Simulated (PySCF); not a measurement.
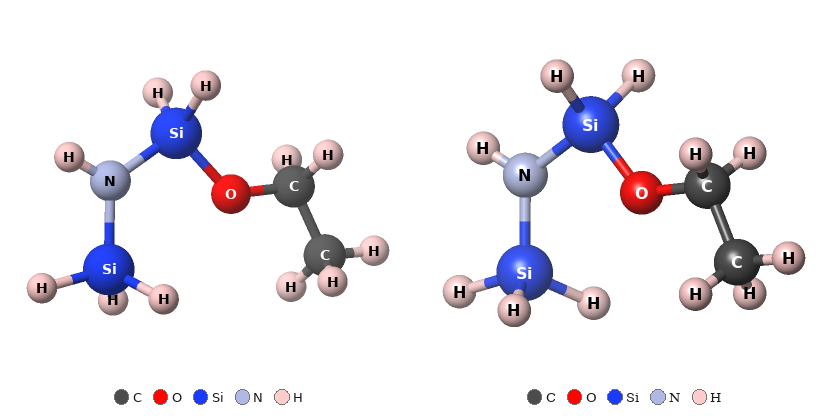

Both panels show the same species.

Computed geometry: PBE0-D3(BJ)/def2-SVP optimisation. No frequency run is at hand to confirm it as a minimum.

Question: Give the formula.

Answer: C2H11NOSi2, 17 atoms: 2 carbon, 11 hydrogen, 1 nitrogen, 1 oxygen and 2 silicon.

Question: Write the SMILES.

Answer: CCO[SiH2]N[SiH3]

The parts below concern this one geometry. Atoms keep their numbers from picture to picture.

**Dipole moment**

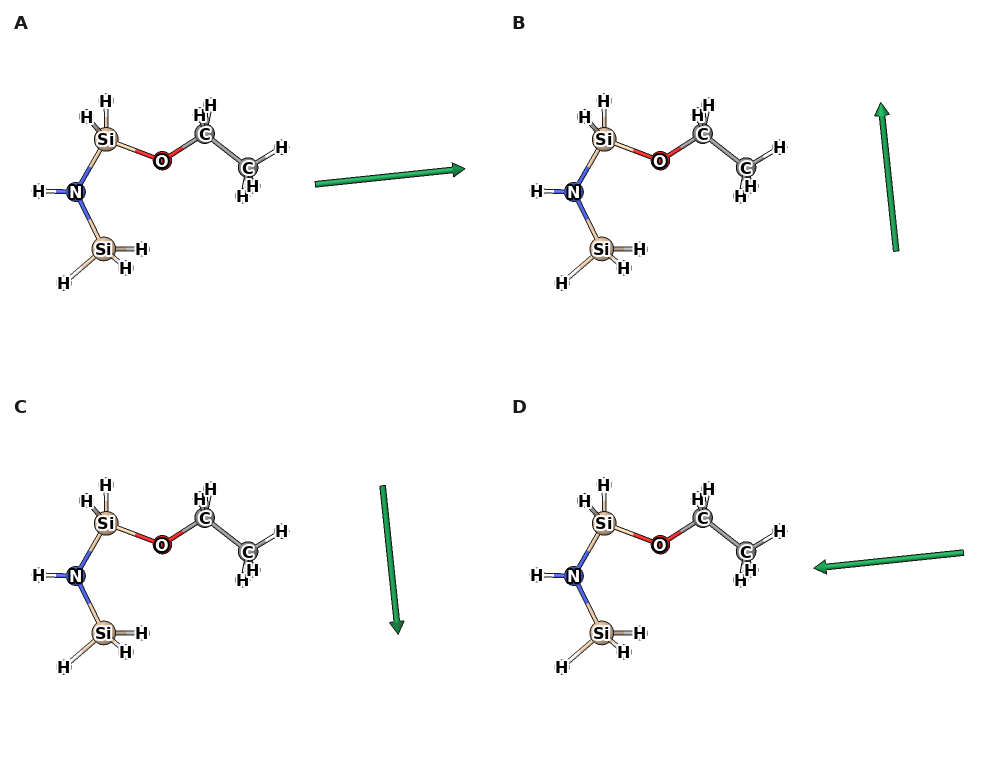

The same molecule four times, each with an arrow. No frequency run is at hand to confirm it as a minimum. Level of theory: PBE0/pcSseg-1 in chloroform (IEF-PCM) (PySCF 2.14.0).

Question: Which arrow points along the dipole moment, from the negative to the positive end?

Answer: B. The dipole moment is 1.47 D.

**Excitation**

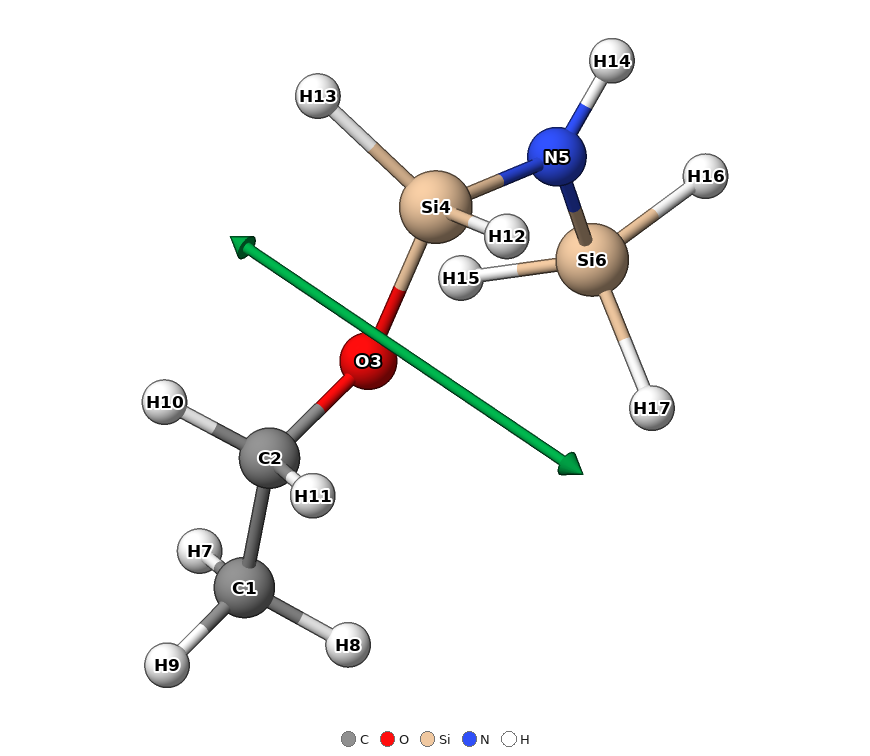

The double arrow shows the direction of the transition dipole to excited singlet state 4 (its length means nothing). No frequency run is at hand to confirm it as a minimum. Level of theory: TDDFT CAM-B3LYP/def2-SVPD, vertical, IEF-PCM chloroform (non-equilibrium linear response), core orbitals frozen in the response (PySCF 2.14.0).

Question: Give its energy, strength and character.

Answer: 7.57 eV (164 nm), oscillator strength 0.049, of mixed character, with the largest part HOMO → LUMO+2 (weight 0.30); transition dipole 1.30 D.

**NMR shielding**

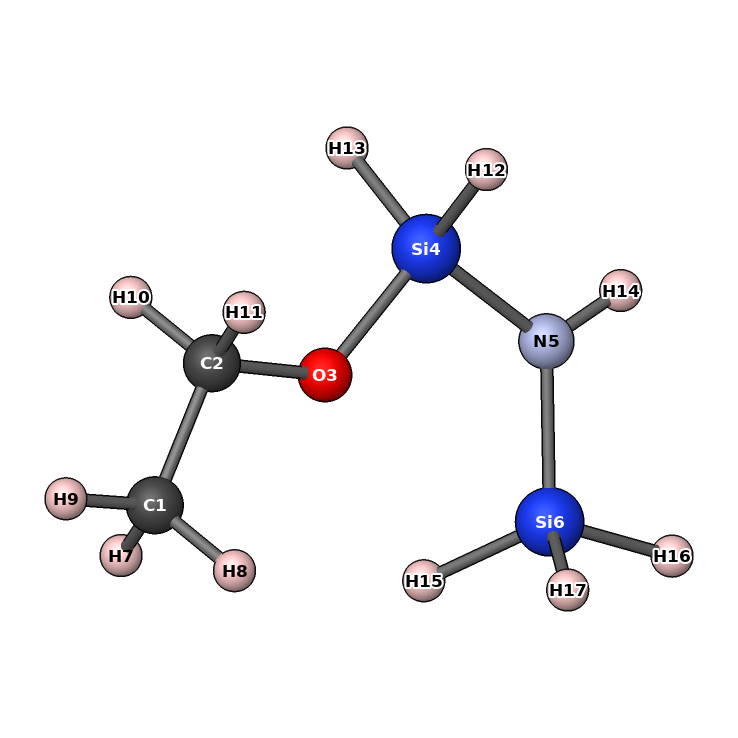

The questions are on isotropic NMR shieldings of the Si atoms. No frequency run is at hand to confirm it as a minimum. Level of theory: GIAO PBE0/pcSseg-1 NMR shielding, non-relativistic, IEF-PCM chloroform (PySCF 2.14.0).

List the isotropic NMR shieldings of the Si atoms.

```json
{"atom": "Si4", "σ (ppm)": "374.1"}
{"atom": "Si6", "σ (ppm)": "408.9"}
```
